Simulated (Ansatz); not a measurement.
# AlH₅OSi: what the fields show

```xyz
8

Al   -0.3999    0.3555    0.0653
H     1.7235   -0.1730    1.7518
O     1.4079   -0.3362    0.8497
Si    2.3935   -1.3034   -0.1870
H     1.7321   -2.5761   -0.5318
H     2.8778   -0.5314   -1.3464
H     3.5647   -1.6091    0.6935
H     0.2871   -0.5278   -1.2202
```

Level of theory: Ansatz, RKS B3LYP/6-31G*.

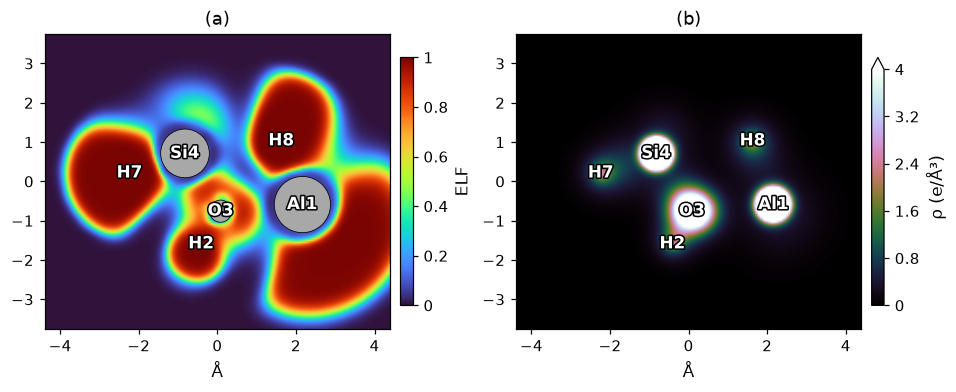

Figure 1. (a) electron localisation function; (b) total electron density on the plane of atoms Al1, O3 and Si4. Grey discs cover the atomic cores in the ELF map.

What does the map show?

Answer. The section cuts through Al, H, O and Si sites. Si–O (1.73 Å): the density is about 0.94 e/Å³ at the midpoint; the ELF peaks at about 0.90 between the atoms: a shared but strongly polarised pair. Al–O (2.09 Å): ρ at the midpoint is about 0.34 e/Å³; the ELF peaks at about 0.90 in the valence shell of O, 0.6 Å from its nucleus, and is about 0.35 at the midpoint. O–H (0.97 Å): ρ is about 3.6 e/Å³ halfway; the ELF climbs to about 1 towards the hydrogen, as it does in any bond to H (a covalent bond by its length). Si–H (1.50 Å): the density is about 0.79 e/Å³ at the midpoint; the ELF climbs to about 1 towards the hydrogen. Al–H (1.70 Å): ρ is about 0.43 e/Å³ halfway; the ELF climbs to about 1 towards the hydrogen. The ELF also peaks beside Al1, away from the bonds: lone-pair regions.

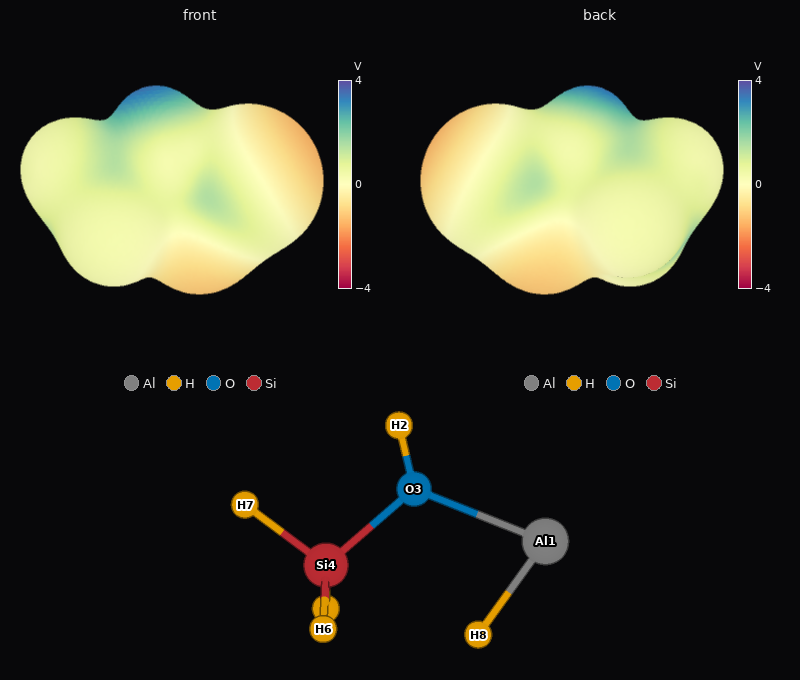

Figure 2. The molecular electrostatic potential painted on the density surface at 0.002 e/bohr³, seen from the front and from behind; the colour scale runs from red (negative) to blue (positive). The bare structure is drawn below in the same view.

Where is the surface potential most negative and most positive?

Answer. The most negative region (about −1.4 V, or −32 kcal/mol for a unit charge) lies over Al1, the most positive (about +3.4 V, or +78 kcal/mol for a unit charge) over H2.

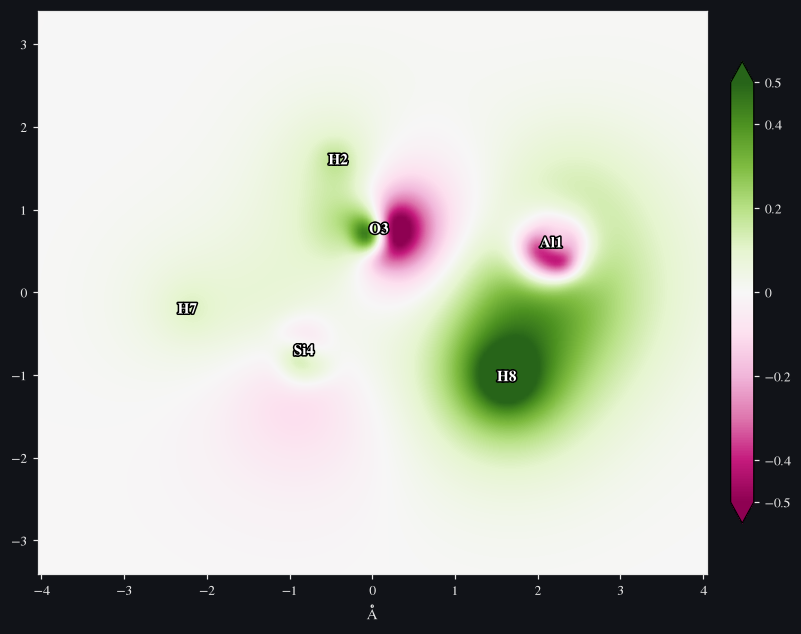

Figure 3. The HOMO−1 on the plane of atoms O3, Al1 and H8 (values in Å⁻³ᐟ²; the overall sign is arbitrary).

What is the character of this orbital?

Answer. By Hirshfeld shares it lies mainly on Al1 (about 45 %), H8 (about 35 %) and O3 (about 10 %). Its energy is −8.45 eV.
